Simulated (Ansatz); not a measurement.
# Fields on a plane of AlNi3 (Cu3Au type)

```xyz
4
Lattice="3.5668 0.0000 0.0000 0.0000 3.5668 0.0000 0.0000 0.0000 3.5668" Properties=species:S:1:pos:R:3 pbc="T T T"
Al     0.0000     0.0000     0.0000
Ni     0.0000     1.7834     1.7834
Ni     1.7834     0.0000     1.7834
Ni     1.7834     1.7834     0.0000
```

The slice is a {210} plane (indices of the conventional cell) through the point (0.000, 0.000, 0.000) (fractional), spanned by u = [100] and v = [021] in vectors of this cell: u (3.57 Å) and v (7.98 Å, at 90° to u). It covers one period; positions are fractions (u, v).

Atoms on it: Al at (0.00, 0.00); Ni at (0.50, 0.50). Other atoms lie within 1 Å of the plane.

These are PBE (plane waves to 420 eV, PAW, scalar-relativistic; Ansatz, a first-principles code) values and carry that method's errors. k mesh 13×13×13. Inside the PAW spheres the values are not all-electron values, and peaks at nuclei hang on which shells count as valence. AlNi3 was relaxed with its symmetry unable to fall. Relaxed AlNi3 ends ferromagnetic. Other magnetic orders were not checked, so this need not be the ground state.

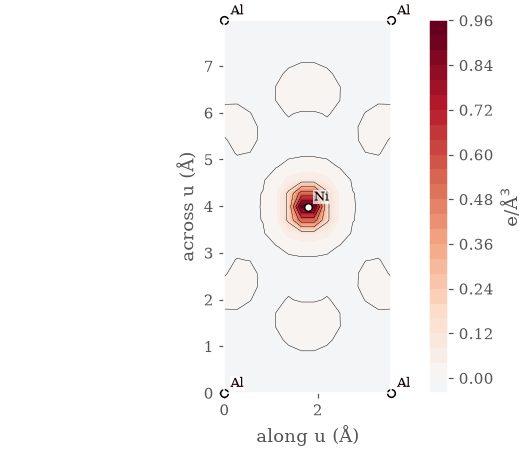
Spin density, up minus down in e/Å³, one period of the plane, atoms marked. 

| v \ u | 0.00 | 0.15 | 0.31 | 0.46 | 0.62 | 0.77 | 0.92 |
|---|---|---|---|---|---|---|---|
| 0.96 | x | x | 6.0 | 11.1 | 9.8 | x | x |
| 0.86 | 5.7 | 7.9 | 7.8 | x | 5.1 | 8.7 | 6.5 |
| 0.75 | x | 6.3 | 7.7 | x | x | 8.2 | x |
| 0.64 | x | 6.8 | 9.9 | 8.5 | 9.3 | 9.2 | x |
| 0.54 | 11.2 | 9.7 | x | x | x | 5.0 | 11.0 |
| 0.43 | 9.8 | 9.7 | x | x | x | 7.6 | 9.9 |
| 0.32 | x | x | 10.2 | 9.8 | 10.2 | 8.5 | x |
| 0.21 | 6.5 | 8.5 | 6.6 | x | x | 8.7 | 7.2 |
| 0.11 | x | <3.0 | 8.2 | 7.5 | 8.1 | 6.6 | x |
| 0.00 | x | x | 5.2 | 11.4 | 9.9 | x | x |

Values: electrostatic potential energy of an electron, from the cell's mean, in eV. Points within 1 Å of a nucleus are blanked (x), as the pseudised field means little there. Values under 3 eV are set to 3. The zero, the cell's mean, hangs on the PAW cores.
